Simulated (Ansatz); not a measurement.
# Tunnelling from Al(110) to Al(110): the current at the widest gap

Three vacuum gaps between Al(110) and Al(110) are known. What current density flows at 0.25 V across 6.5 Å?

How it was computed: Ansatz 0.2.0, plane waves with PAW datasets, PBE; a slab with two metal leads whose outer parts are reservoirs, with density and current solved under bias (Landauer, 300 K). The gap is counted from plane to plane of nuclei, and atoms stay on ideal sites.

Results; the value marked ? is to be predicted:

| gap (Å) | drop between the leads' cuts at 0.25 V (V) | current density at 0.25 V (A/m²) |
| --- | --- | --- |
| 3.5 | 0.173 | 1.17×10¹⁴ |
| 4.5 | 0.222 | 3.99×10¹³ |
| 5.5 | 0.244 | 7.16×10¹² |
| 6.5 | 0.248 | ? |

**Estimate by hand.**

Tunnelling falls as exp(−βd). From 3.5 to 4.5 Å, β = ln(1.17×10¹⁴/3.99×10¹³)/1 = 1.08 Å⁻¹, and from 4.5 to 5.5 Å it is 1.72 Å⁻¹; the slope still steepens as the gap leaves contact, so the wider pair is taken. Then 7.16×10¹² × exp(−1.72 × 1). Predicted: 1.29×10¹² A/m².

Check against the run:

1.08×10¹² A/m², so the prediction is 19 % too high. The last step has β = 1.90 Å⁻¹, an apparent barrier ħ²β²/8m of 3.4 eV: the decay of this current is still steepening. The conductances at 0 V give β = 1.49 and 1.26 Å⁻¹ for the last two steps; at 6.5 Å that conductance times the bias is 2.8 times the current, an excess of like faces at zero bias that the bias removes, so it is the poorer guide to the barrier.

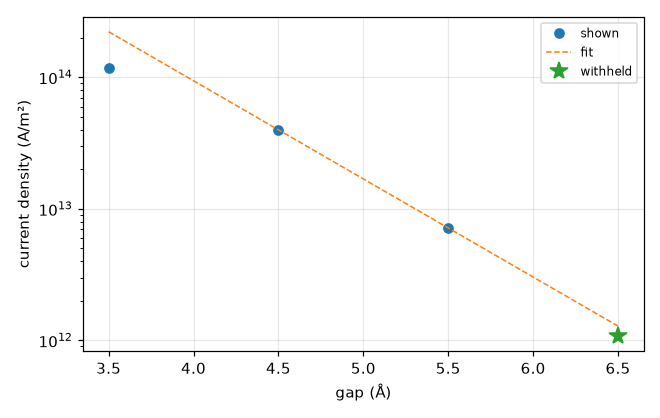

Current density against the gap.

**Limits.** On every other k-point the currents of these runs, at any bias, move by up to 17 %. A semilocal functional lacks the image potential's tail.
